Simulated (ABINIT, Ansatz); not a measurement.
# AlBO3 (R-3c): bands and cutoff in G0W0 with ABINIT

Aim: raise bands and screening cutoff together for AlBO3 (R-3c) and follow gap and time.

Main program and level: ABINIT 10.8.3; PBEsol and many-body steps on it, plane waves.

## (1) The structure

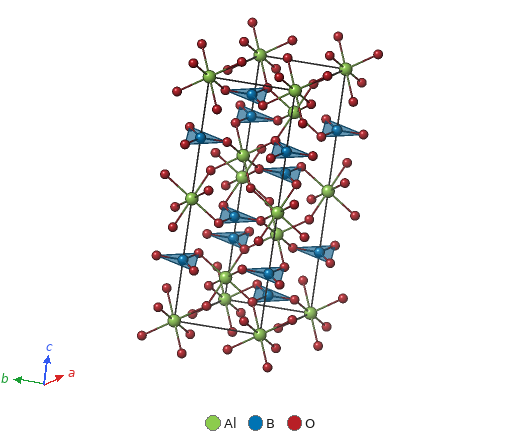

The starting structure, seen from a free direction (aluminium green, boron blue, oxygen red). This picture shows the conventional cell, with its axes. Some periodic images of atoms are drawn too.

The cell and positions come from the Crystallography Open Database and are kept as given unless a step says otherwise.

## (2) Empty states on the mesh, 4×4×4 mesh, 267 bands

This step: ABINIT 10.8.3; DFT, PBEsol, plane waves, norm-conserving pseudopotentials.

The sums over transitions need many empty states on a uniform mesh; this step solves for them.

Contents of run.abi:

```
acell 3*1.0 Angstrom
rprim 
  2.231899999996 1.288588065802 4.581666666700
  -2.231899999996 1.288588065802 4.581666666700
  0.000000000000 -2.577176131604 4.581666666700
ntypat 3
znucl 13 5 8
natom 10
typat 1 1 2 2 3 3 3 3 3 3
xred 
  0.000000000000 -0.000000000000 -0.000000000000
  0.500000000000 0.500000000000 0.500000000000
  0.250000000000 0.250000000000 0.250000000000
  0.750000000000 0.750000000000 0.750000000000
  0.940980000000 0.559020000000 0.250000000000
  0.250000000000 0.940980000000 0.559020000000
  0.559020000000 0.250000000000 0.940980000000
  0.059020000000 0.440980000000 0.750000000000
  0.750000000000 0.059020000000 0.440980000000
  0.440980000000 0.750000000000 0.059020000000
pp_dirpath "pseudos"
pseudos "Al.upf, B.upf, O.upf"
ecut 36
ngkpt 4 4 4
nshiftk 1
shiftk 0 0 0
kptopt 1
chksymbreak 0
irdden 1
istwfk *1
nband 267
prtvol 0
optdriver 6
gwr_task "HDIAGO"
paral_kgb 0
occopt 1
indata_prefix "in"
outdata_prefix "out"
tmpdata_prefix "tmp"
```

Run with:

```console
$ OMP_NUM_THREADS=1 mpirun -n 8 abinit run.abi > log
```

The program printed:

```text
.Version 10.8.3 of ABINIT. v10.8.2 released Aug 2026.

 Symmetries : space group R-3 c (#167); Bravais hR (rhombohedral)
[... echo of the input left out ...]
== DATASET  1 ==================================================================
-   mpi_nproc: 8, omp_nthreads: 1 (-1 if OMP is not activated)

--- !DatasetInfo
iteration_state: {dtset: 1, }
dimensions: {natom: 10, nkpt: 13, mband: 267, nsppol: 1, nspinor: 1, nspden: 1, mpw: 5535, }
cutoff_energies: {ecut:  36.0, pawecutdg:  -1.0, }
[...]
Indirect band gap semiconductor
 Fundamental gap:     5.828 (eV)
   VBM:     4.926 (eV) at k: [ 0.0000E+00,  0.0000E+00,  0.0000E+00]
   CBM:    10.754 (eV) at k: [ 2.5000E-01,  2.5000E-01,  2.5000E-01]
 Direct gap:         6.027 (eV) at k: [ 2.5000E-01,  2.5000E-01,  2.5000E-01]

== END DATASET(S) ==============================================================
================================================================================

 -outvars: echo values of variables after computation  --------
           etotal      0.0000000000E+00
            nband         267
             nkpt          13
          spgroup         167
 [... the other variables as echoed above ...]

 Calculation completed.
```

Elapsed: 4.2 min, on 8 MPI ranks of Arm Neoverse V1, shared host; peak memory 13 GiB; 34 min of CPU time.

Numbers from this step:

```yaml
gap: 5.828 eV
k_of_the_valence_top: 0, 0, 0
k_of_the_conduction_bottom: 0.25, 0.25, 0.25
least_direct_gap: 6.027 eV
k_points_computed: 13
lowest_point_of_the_top_converged_band_above_the_valence_top: 108.7440 eV
```

On this mesh the gap is 5.828 eV.

The density comes from a self-consistent run that is not shown.

## (3) Screening, 4×4×4 mesh, 53 bands, screening to 76.2 eV

The RPA dielectric matrix is built and inverted for each q.

This step: RPA screening on PBEsol, plane waves, norm-conserving pseudopotentials.

Changes to run.abi since step 2:

```diff
@@ -28,10 +28,11 @@
 chksymbreak 0
-irdden 1
 istwfk *1
-nband 267
-prtvol 0
-optdriver 6
-gwr_task "HDIAGO"
-paral_kgb 0
 occopt 1
+irdwfk 1
+optdriver 3
+nband 53
+ecuteps 2.8
+inclvkb 2
+awtr 1
+symchi 1
 indata_prefix "in"
```

The program printed:

```text
.Version 10.8.3 of ABINIT. v10.8.2 released Aug 2026.

 Symmetries : space group R-3 c (#167); Bravais hR (rhombohedral)
[... echo of the input left out ...]
== DATASET  1 ==================================================================
-   mpi_nproc: 8, omp_nthreads: 1 (-1 if OMP is not activated)

--- !DatasetInfo
iteration_state: {dtset: 1, }
dimensions: {natom: 10, nkpt: 13, mband: 53, nsppol: 1, nspinor: 1, nspden: 1, mpw: 5535, }
cutoff_energies: {ecut:  36.0, pawecutdg:  -1.0, }
electrons: {nelect:   4.80000000E+01, charge:   0.00000000E+00, occopt:   1.00000000E+00, tsmear:   1.00000000E-02, }

 SCREENING: Calculation of the susceptibility and dielectric matrices

 Based on a program developped by R.W. Godby, V. Olevano, G. Onida, and L. Reining.
 Incorporated in ABINIT by V. Olevano, G.-M. Rignanese, and M. Torrent.
.Using double precision arithmetic ; gwpc =  8

[... cell and pseudopotentials left out ...]
--------------------------------------------------------------------------------

 ==== K-mesh for the wavefunctions ====
 Number of points in the irreducible wedge :    13
[... list of points left out ...]
 Together with 12 symmetry operations and time-reversal symmetry
 yields    64 points in the full Brillouin Zone.

 ==== Q-mesh for the screening function ====
 Number of points in the irreducible wedge :    13
[... list of points left out ...]
 Together with 12 symmetry operations and time-reversal symmetry
 yields    64 points in the full Brillouin Zone.

 setmesh: FFT mesh size selected  =    36x   36x   36
          total number of points  =        46656

 vcoul_init : cutoff-mode = AUXILIARY_FUNCTION
 q-points for optical limit:   1
     1)      0.000010    0.000020    0.000030

- screening: taking advantage of time-reversal symmetry
- Maximum band index for partially occupied states nbvw = 24
- Remaining bands to be divided among processors   nbcw = 29
- Number of bands treated by each node ~3

 Number of electrons calculated from density =   48.0000; Expected =   48.0000
 average of density, n =  0.089967
 r_s =    1.3844
 omega_plasma =   28.9332 [eV]

 calculating chi0 at frequencies [eV] :
  1    0.000000E+00    0.000000E+00
  2    0.000000E+00    2.893318E+01

--------------------------------------------------------------------------------
  q-point number  1        q = ( 0.000000, 0.000000, 0.000000) [r.l.u.]
--------------------------------------------------------------------------------
[... chi0 elements left out ...]
 For q-point:  0.000010 0.000020 0.000030
  dielectric constant =   3.0191
  dielectric constant without local fields =   3.1705

  Average fulfillment of the sum rule on Im[epsilon] for q-point    1 :     25.33  [%]
[... wings left out ...]
  q-point number  2        q = ( 0.250000, 0.000000, 0.000000) [r.l.u.]
--------------------------------------------------------------------------------
[... chi0 elements left out ...]
  Average fulfillment of the sum rule on Im[epsilon] for q-point    2 :     43.12  [%]

 [... 11 further q-points ...]
```

Run time: 46 s. Hardware: 8 MPI ranks; peak memory 3.2 GiB; 6.1 min of CPU time.

This step gave:

* ε∞ with local fields, on this mesh, along the program's q direction: 3.019
* the same without local fields: 3.171
* plasma frequency: 28.93 eV
* plane waves in the screening matrix: 121

Local fields lower ε∞ by 5 %.

## (4) 53 bands, 76.2 eV

The self-energy is evaluated for the states that the input lists, and the levels follow from it, in one-shot runs by the linearised quasiparticle equation.

This step: G0W0 on PBEsol, plane waves, norm-conserving pseudopotentials.

Changes to run.abi since step 3:

```diff
@@ -31,8 +31,17 @@
 irdwfk 1
-optdriver 3
+optdriver 4
 nband 53
+gwcalctyp 0
+ecutsigx 36
+symsigma 1
+nkptgw 2
+kptgw 
+  0.0000000000 0.0000000000 0.0000000000
+  0.2500000000 0.2500000000 0.2500000000
+bdgw 
+  23 26
+  23 26
 ecuteps 2.8
-inclvkb 2
-awtr 1
-symchi 1
+irdscr 1
+ppmodel 1
 indata_prefix "in"
```

The program printed:

```text
.Version 10.8.3 of ABINIT. v10.8.2 released Aug 2026.

 Symmetries : space group R-3 c (#167); Bravais hR (rhombohedral)
[... echo of the input left out ...]
== DATASET  1 ==================================================================
-   mpi_nproc: 8, omp_nthreads: 1 (-1 if OMP is not activated)

--- !DatasetInfo
iteration_state: {dtset: 1, }
dimensions: {natom: 10, nkpt: 13, mband: 53, nsppol: 1, nspinor: 1, nspden: 1, mpw: 5535, }
cutoff_energies: {ecut:  36.0, pawecutdg:  -1.0, }
electrons: {nelect:   4.80000000E+01, charge:   0.00000000E+00, occopt:   1.00000000E+00, tsmear:   1.00000000E-02, }

 SIGMA: Calculation of the GW corrections

 Based on a program developped by R.W. Godby, V. Olevano, G. Onida, and L. Reining.
 Incorporated in ABINIT by V. Olevano, G.-M. Rignanese, and M. Torrent.
.Using double precision arithmetic ; gwpc =  8

[... cell and pseudopotentials left out ...]
--------------------------------------------------------------------------------

 ==== K-mesh for the wavefunctions ====
 Number of points in the irreducible wedge :    13
[... list of points left out ...]
 Together with 12 symmetry operations and time-reversal symmetry
 yields    64 points in the full Brillouin Zone.

 ==== Q-mesh for screening function ====
 Number of points in the irreducible wedge :    13
[... list of points left out ...]
 Together with 12 symmetry operations and time-reversal symmetry
 yields    64 points in the full Brillouin Zone.

 vcoul_init : cutoff-mode = AUXILIARY_FUNCTION
 q-points for optical limit:   1
     1)      0.000010    0.000020    0.000030
 setmesh: FFT mesh size selected  =    54x   54x   54
          total number of points  =       157464

 Number of electrons calculated from density =   48.0000; Expected =   48.0000
 average of density, n =  0.089967
 r_s =    1.3844
 omega_plasma =   28.9332 [eV]

 === KS Band Gaps ===
  >>>> For spin  1
   Minimum direct gap =   6.0269 [eV], located at k-point      :   0.2500  0.2500  0.2500
   Fundamental gap    =   5.8278 [eV], Top of valence bands at :   0.0000  0.0000  0.0000
                                       Bottom of conduction at :   0.2500  0.2500  0.2500
 SIGMA fundamental parameters:
 PLASMON POLE MODEL  1
 number of plane-waves for SigmaX                 5519
 number of plane-waves for SigmaC and W            121
 number of plane-waves for wavefunctions          5519
 number of bands                                    53
 number of independent spin polarizations            1
 number of spinorial components                      1
 number of k-points in IBZ                          13
 number of q-points in IBZ                          13
 number of symmetry operations                      12
 number of k-points in BZ                           64
 number of q-points in BZ                           64
 number of frequencies for dSigma/dE                 9
 frequency step for dSigma/dE [eV]                0.25
 number of omega for Sigma on real axis              0
 max omega for Sigma on real axis  [eV]           0.00
 zcut for avoiding poles [eV]                     0.10

 EPSILON^-1 parameters (SCR file):
 dimension of the eps^-1 matrix on file            121
 dimension of the eps^-1 matrix used               121
 number of plane-waves for wavefunctions          5519
 number of bands                                    53
 number of q-points in IBZ                          13
 number of frequencies                               2
 number of real frequencies                          1
 number of imag frequencies                          1

 matrix elements of self-energy operator (all in [eV])

 Perturbative Calculation

--- !SelfEnergy_ee
iteration_state: {dtset: 1, }
kpoint     : [   0.000,    0.000,    0.000, ]
spin       : 1
KS_gap     :    6.058
QP_gap     :    9.257
Delta_QP_KS:    3.199
data: !SigmaeeData |
     Band     E0 <VxcDFT>   SigX SigC(E0)      Z dSigC/dE  Sig(E)    E-E0       E
       23   4.926 -20.480 -26.336   4.896   0.818  -0.223 -21.265  -0.784   4.142
       24   4.926 -20.480 -26.336   4.896   0.818  -0.223 -21.265  -0.784   4.142
       25  10.984 -12.929  -7.175  -2.923   0.853  -0.172 -10.515   2.414  13.399
       26  11.375 -14.127  -8.905  -2.992   0.860  -0.162 -12.208   1.919  13.294

--- !SelfEnergy_ee
iteration_state: {dtset: 1, }
kpoint     : [   0.250,    0.250,    0.250, ]
spin       : 1
KS_gap     :    6.027
QP_gap     :    9.102
Delta_QP_KS:    3.075
data: !SigmaeeData |
     Band     E0 <VxcDFT>   SigX SigC(E0)      Z dSigC/dE  Sig(E)    E-E0       E
       23   4.727 -20.335 -26.211   4.884   0.818  -0.223 -21.146  -0.811   3.916
       24   4.727 -20.335 -26.211   4.884   0.818  -0.223 -21.146  -0.811   3.916
       25  10.754 -11.869  -6.133  -3.100   0.859  -0.164  -9.605   2.264  13.018
       26  12.448 -15.211  -9.690  -2.916   0.852  -0.174 -12.992   2.219  14.667

== END DATASET(S) ==============================================================
================================================================================

 -outvars: echo values of variables after computation  --------
           etotal      0.0000000000E+00
            nband          53
             nkpt          13
          spgroup         167
 [... the other variables as echoed above ...]

 Calculation completed.
```

Run time: 5.6 s. Hardware: 8 MPI ranks; peak memory 1.5 GiB.

This step gave:

| Item | Value |
| --- | --- |
| G0W0 gap on the points computed | 8.876 eV |
| starting gap on the mesh | 5.828 eV |
| k of the valence top | 0, 0, 0 |
| k of the conduction bottom | 0.25, 0.25, 0.25 |
| Z at the valence top | 0.818 |
| Z at the conduction bottom | 0.859 |
| least direct G0W0 gap on the computed points | 9.102 eV |

The gap on the mesh goes from 5.83 eV to 8.88 eV, a correction of +3.05 eV.

## (5) Screening, 4×4×4 mesh, 120 bands, screening to 141.5 eV

This step: RPA screening on PBEsol, plane waves, norm-conserving pseudopotentials.

Changes to run.abi since step 4:

```diff
@@ -31,17 +31,8 @@
 irdwfk 1
-optdriver 4
-nband 53
-gwcalctyp 0
-ecutsigx 36
-symsigma 1
-nkptgw 2
-kptgw 
-  0.0000000000 0.0000000000 0.0000000000
-  0.2500000000 0.2500000000 0.2500000000
-bdgw 
-  23 26
-  23 26
-ecuteps 2.8
-irdscr 1
-ppmodel 1
+optdriver 3
+nband 120
+ecuteps 5.2
+inclvkb 2
+awtr 1
+symchi 1
 indata_prefix "in"
```

The program printed:

```text
.Version 10.8.3 of ABINIT. v10.8.2 released Aug 2026.

 Symmetries : space group R-3 c (#167); Bravais hR (rhombohedral)
[... echo of the input left out ...]
== DATASET  1 ==================================================================
-   mpi_nproc: 8, omp_nthreads: 1 (-1 if OMP is not activated)

--- !DatasetInfo
iteration_state: {dtset: 1, }
dimensions: {natom: 10, nkpt: 13, mband: 120, nsppol: 1, nspinor: 1, nspden: 1, mpw: 5535, }
cutoff_energies: {ecut:  36.0, pawecutdg:  -1.0, }
electrons: {nelect:   4.80000000E+01, charge:   0.00000000E+00, occopt:   1.00000000E+00, tsmear:   1.00000000E-02, }

 SCREENING: Calculation of the susceptibility and dielectric matrices

 Based on a program developped by R.W. Godby, V. Olevano, G. Onida, and L. Reining.
 Incorporated in ABINIT by V. Olevano, G.-M. Rignanese, and M. Torrent.
.Using double precision arithmetic ; gwpc =  8

[... cell and pseudopotentials left out ...]
--------------------------------------------------------------------------------

 ==== K-mesh for the wavefunctions ====
 Number of points in the irreducible wedge :    13
[... list of points left out ...]
 Together with 12 symmetry operations and time-reversal symmetry
 yields    64 points in the full Brillouin Zone.

 ==== Q-mesh for the screening function ====
 Number of points in the irreducible wedge :    13
[... list of points left out ...]
 Together with 12 symmetry operations and time-reversal symmetry
 yields    64 points in the full Brillouin Zone.

 setmesh: FFT mesh size selected  =    40x   40x   40
          total number of points  =        64000

 vcoul_init : cutoff-mode = AUXILIARY_FUNCTION
 q-points for optical limit:   1
     1)      0.000010    0.000020    0.000030

- screening: taking advantage of time-reversal symmetry
- Maximum band index for partially occupied states nbvw = 24
- Remaining bands to be divided among processors   nbcw = 96
- Number of bands treated by each node ~12

 Number of electrons calculated from density =   48.0000; Expected =   48.0000
 average of density, n =  0.089967
 r_s =    1.3844
 omega_plasma =   28.9332 [eV]

 calculating chi0 at frequencies [eV] :
  1    0.000000E+00    0.000000E+00
  2    0.000000E+00    2.893318E+01

--------------------------------------------------------------------------------
  q-point number  1        q = ( 0.000000, 0.000000, 0.000000) [r.l.u.]
--------------------------------------------------------------------------------
[... chi0 elements left out ...]
 For q-point:  0.000010 0.000020 0.000030
  dielectric constant =   3.0427
  dielectric constant without local fields =   3.2953

  Average fulfillment of the sum rule on Im[epsilon] for q-point    1 :     56.08  [%]
[... wings left out ...]
  q-point number  2        q = ( 0.250000, 0.000000, 0.000000) [r.l.u.]
--------------------------------------------------------------------------------
[... chi0 elements left out ...]
  Average fulfillment of the sum rule on Im[epsilon] for q-point    2 :     67.59  [%]

 [... 11 further q-points ...]
```

Elapsed: 3.4 min, on 8 MPI ranks; peak memory 5.1 GiB; 27 min of CPU time.

Numbers from this step:

| Item | Value |
| --- | --- |
| ε∞ with local fields, on this mesh, along the program's q direction | 3.043 |
| the same without local fields | 3.295 |
| plasma frequency | 28.93 eV |
| plane waves in the screening matrix | 291 |

[end of part 1 of 2]

[Paths, hosts, dates, memory and timing lines, banners, echoed tables and standing remarks are left out of the program output.]

[Logs are printed without paths, hosts, clocks, repeated set-up lines and the standing remarks that a program may print on its own settings, such as how far it seeks lower states.]

[Runs of the session that timed out or met a known fault of the program may be left out.]

[Hosts, paths, dates, database ids (printed as entryN), source tags and the programs' standing remarks are cut or masked in the printed files.]

[G0W0 gaps are taken among the corrected bands and points alone; a level outside them can change the order at an edge.]

[Where Ansatz stands beside ABINIT at settings called matched, ABINIT's density can come from a denser mesh and the files from another edition; pairs whose starting gaps differed by over 0.03 eV were left out, so agreement reads better than it is.]
